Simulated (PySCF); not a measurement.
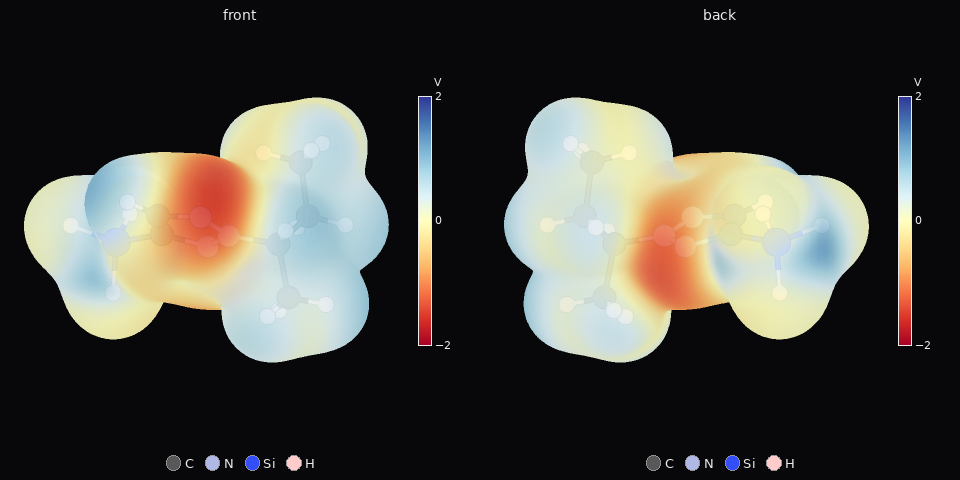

Figure 1: C6H13N3Si (SMILES CC[C@H](C)n1ncc([SiH3])n1). The electrostatic potential painted on the density surface at 0.002 e/bohr³, seen from the front and from behind; the colour scale runs from red (negative) to blue (positive).

Geometry: GFN2-xTB.

Theory: PySCF, PBE0/pcSseg-1, SCF density, gas phase, non-relativistic.

Input

```
{"job": {"kind": "nmr", "xc": "PBE0", "basis": "pcSseg-1"}, "charge": 0, "multiplicity": 1}
C     -1.915210     1.868593     0.137273
C     -1.901337     0.496683     0.799941
C     -1.412135    -0.598745    -0.152020
C     -1.495624    -1.980986     0.490245
N     -0.047154    -0.335342    -0.525622
N      0.317138    -0.157889    -1.771458
C      1.622668     0.045578    -1.707547
C      2.023067    -0.019172    -0.363420
Si     3.705138     0.180436     0.427128
N      0.922411    -0.264372     0.347221
H     -0.915490     2.149761    -0.185851
H     -2.568413     1.869946    -0.732797
H     -2.270804     2.621555     0.836193
H     -1.240467     0.514431     1.668368
H     -2.906799     0.240068     1.137456
H     -1.983897    -0.574256    -1.085489
H     -2.520902    -2.203372     0.772165
H     -0.869304    -2.007860     1.378409
H     -1.150468    -2.743662    -0.203911
H      2.209308     0.225216    -2.584284
H      4.657890     0.419710    -0.661177
H      4.054520    -1.042487     1.151486
H      3.681112     1.323152     1.341823
```

Command:

```sh
OMP_NUM_THREADS=1 python probes_run.py task.json out
```

Describe the electrostatic potential map.

The most negative region (about −1.5 V, or −35 kcal/mol for a unit charge) lies over N6, the most positive (about +1.1 V, or +25 kcal/mol for a unit charge) over Si9 and H20. N6 is the likeliest acceptor of a hydrogen bond.
